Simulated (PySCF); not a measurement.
# C4H8O (SMILES CCCC=O): what the fields show

```yaml
atoms:
  - { symbol: C, position_ang: [1.4362, 0.5101, -0.2463] }
  - { symbol: C, position_ang: [0.4995, -0.1763, 0.7360] }
  - { symbol: C, position_ang: [-0.7357, -0.7765, 0.0693] }
  - { symbol: C, position_ang: [-1.6514, 0.2664, -0.5097] }
  - { symbol: O, position_ang: [-2.1486, 0.2251, -1.6019] }
  - { symbol: H, position_ang: [1.7934, -0.1949, -1.0136] }
  - { symbol: H, position_ang: [2.3180, 0.9268, 0.2628] }
  - { symbol: H, position_ang: [0.9359, 1.3387, -0.7736] }
  - { symbol: H, position_ang: [1.0372, -0.9737, 1.2737] }
  - { symbol: H, position_ang: [0.1782, 0.5417, 1.5116] }
  - { symbol: H, position_ang: [-0.4743, -1.4878, -0.7301] }
  - { symbol: H, position_ang: [-1.3305, -1.3280, 0.8211] }
  - { symbol: H, position_ang: [-1.8623, 1.1288, 0.1829] }
```

Geometry: PBE0-D3(BJ)/def2-SVP.

Theory: PySCF, wB97X-D/pcSseg-1, SCF density, in a chloroform solvent model, non-relativistic.

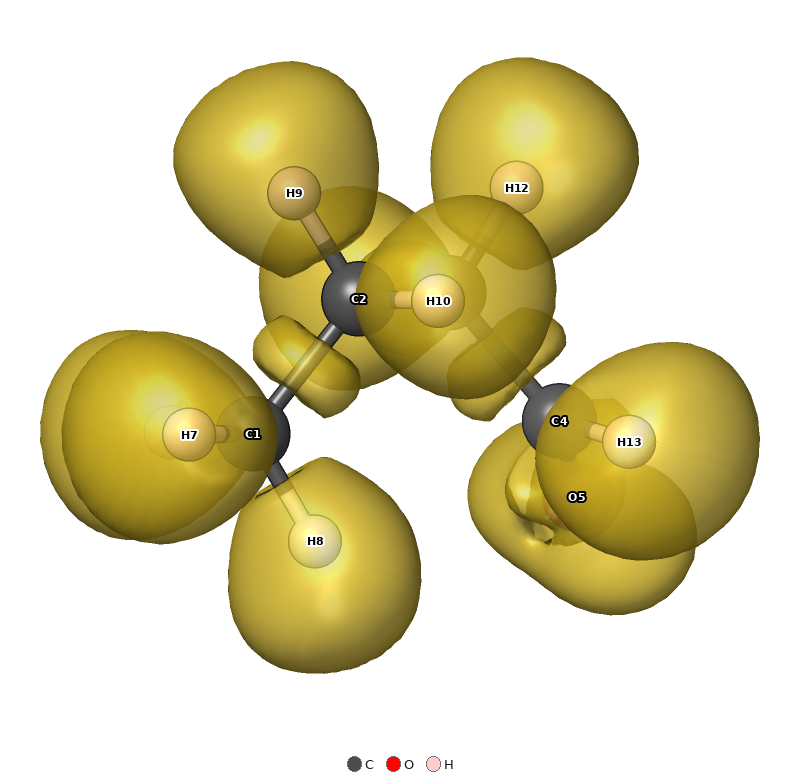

Figure 1. Isosurface of the electron localisation function at 0.75 (yellow), seen at a tilt. Core shells and regions of very low density are left out.

What do the ELF domains correspond to?

The ELF exceeds this value in three regions between bonded C–C atoms (shared pairs), eight regions around hydrogen nuclei and one region on O in which the atom's valence shell and bonds are merged. Along the contacts the grid gives the following. C–O (1.20 Å): the ELF peaks at about 0.85 between the atoms: a short, multiple covalent bond. C–C (1.50 Å): the ELF peaks at about 0.95 between the atoms (localised, covalent bonding).

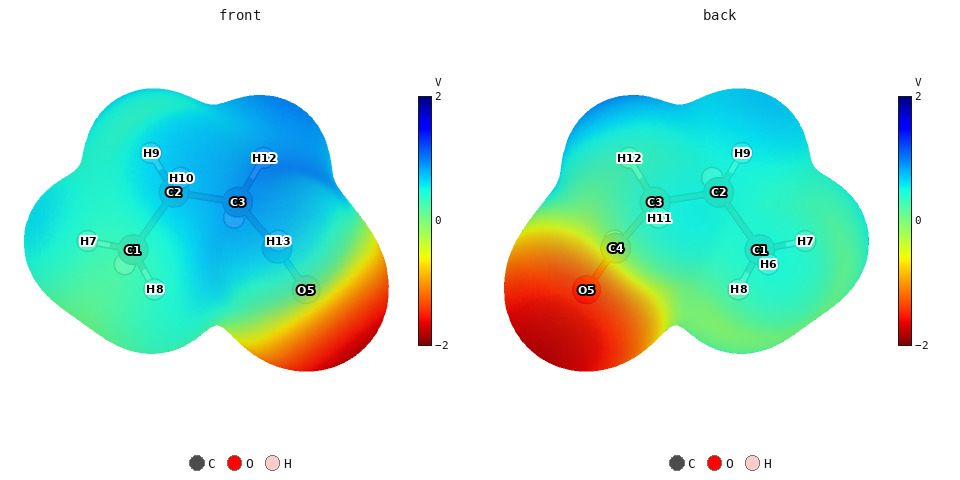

Figure 2. The electrostatic potential painted on the density surface at 0.001 e/bohr³, seen from the front and from behind; red is negative and blue positive.

Where is the surface potential most negative and most positive?

The most negative region (about −1.8 V) lies over O5, the most positive (about +1.0 V) over C3, C4, H12 and H13. O5 is the likeliest acceptor of a hydrogen bond.

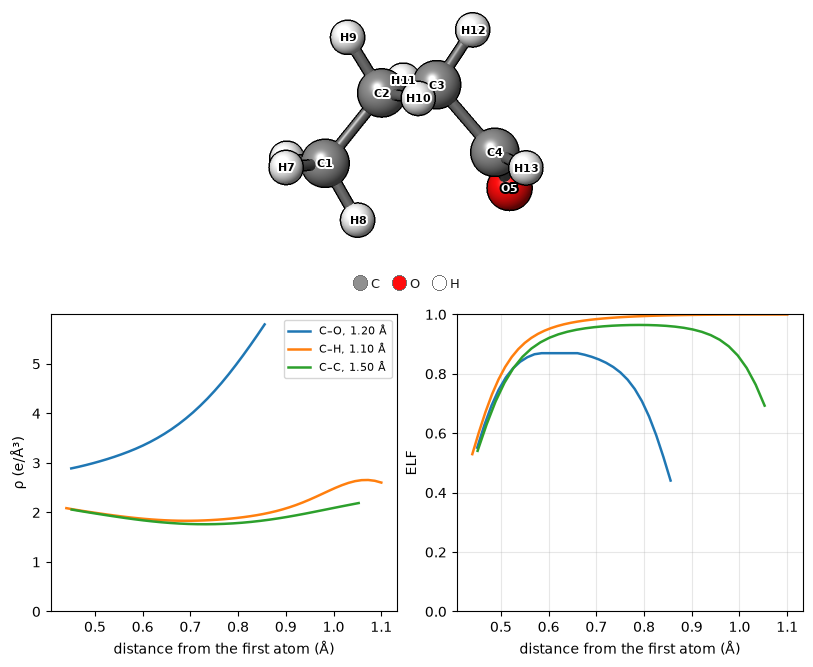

Figure 3. Total electron density and electron localisation function along straight lines between neighbouring atoms. The curves leave out the atomic cores. The structure is drawn too.

Compare the contacts.

C–O (1.20 Å): ρ at the midpoint is about 3.4 e/Å³; the ELF peaks at about 0.85 between the atoms: a short, multiple covalent bond.
C–H (1.10 Å): ρ is about 1.9 e/Å³ halfway; the ELF climbs to about 1 towards the hydrogen, as it does in any bond to H: a covalent bond by its length.
C–C (1.50 Å): ρ is about 1.8 e/Å³ halfway; the ELF peaks at about 0.95 between the atoms: a shared electron pair.
